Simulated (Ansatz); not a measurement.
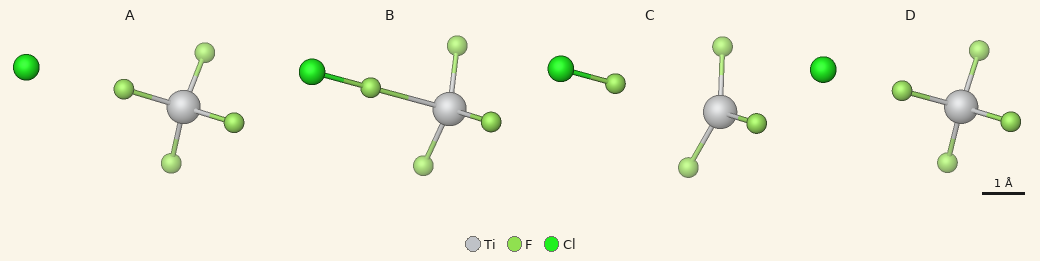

4 geometries from one relaxation of TiClF$_{4}$ (multiplicity 2), in shuffled order. The picture is a ball-and-stick view, seen at a tilt.

The run prepares an end point of a later path (reaction) calculation, from a guessed geometry.

Computed with UKS BHLYP/def2-SVP (Ansatz 0.2.0). (collinear spin; force threshold 0.03 eV/Å; at most 50 steps)

**Put them in the order of the run, from the start to the converged end.**

C, B, D, A. They are steps 0, 5, 9, 13, at +289.4 kJ/mol, +272.0 kJ/mol, +20.4 kJ/mol relative to the last. The energy falls by 289.4 kJ/mol in 13 geometry steps. Largest force component: 2.5 eV/Å at the start, 0.0055 eV/Å at the end. An F atom moves most after the best rigid fit: 0.83 Å. Largest moves by element: F 0.83 Å, Ti 0.48 Å, Cl 0.42 Å. Among the contacts that change: F–Ti 3.025 → 1.724 Å, Cl–F 1.576 → 2.821 Å, F–Ti 1.761 → 1.717 Å. New bonds form, among them: F–Ti (3.03 → 1.72 Å). Bonds break, among them: Cl–F (1.58 → 2.82 Å). Among the angles between lasting bonds that change: F–Ti–F 119.9° → 109.5°. Cost: 60 s on 4 threads of Arm Neoverse V2, with other jobs on the host, peak memory 0.43 GiB.

Limits of the set-up: the start holds two separate molecules, 3.0 Å apart at their closest, whose relative position is a soft coordinate and is computed without a dispersion correction.
